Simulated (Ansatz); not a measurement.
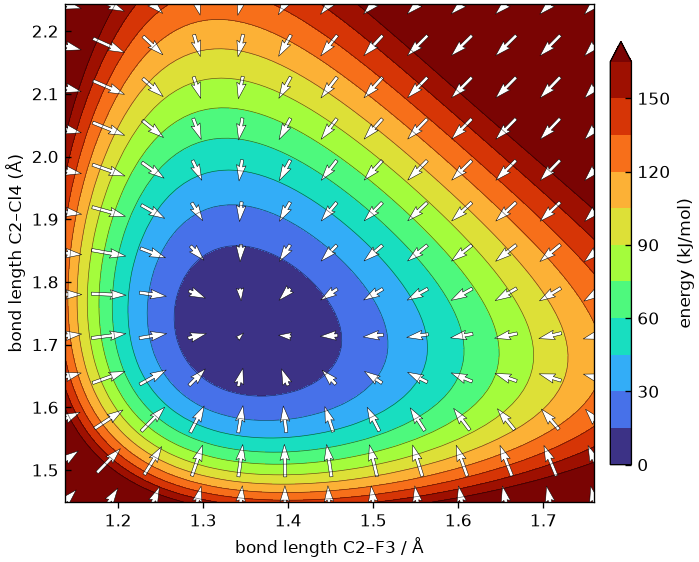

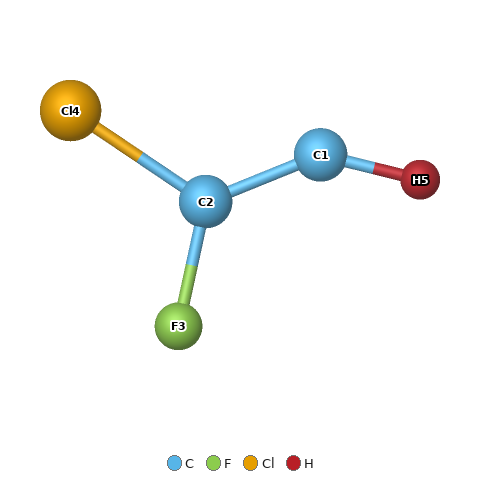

Energy landscape of C₂HClF, SMILES [CH]=C(F)Cl, spin multiplicity 2. 
- Coordinates scanned: (1) bond length C2–F3; (2) bond length C2–Cl4.
- Nothing is relaxed (all other coordinates rigid).
- The scan uses a 13 × 13 grid.
- Points are written as (first, second).
- All energies are given in kJ/mol relative to the relaxed molecule at the same level.
- Theory: UKS PBE-D4/def2-TZVP (Ansatz).

In the figure: filled contours, arrows along the force (downhill), their lengths compressed, one colour for all values above the top of the scale. Between grid points the surface is interpolated. The second picture is the structure at the lowest point.

Q: What does the map say about the system?

A: The lowest grid point is at (1.344 Å, 1.714 Å), 0.33 kJ/mol from the relaxed molecule at the same level. No other kind of well shows on this grid. The highest grid point, (1.137 Å, 1.449 Å), lies 308 kJ/mol above the lowest. Round the minimum the two coordinates are weakly coupled (coupling 0.15 in units of the two stiffnesses).

The whole map (169 points run) took 16 min on 1 thread of Arm Neoverse V1, with other jobs on the host.
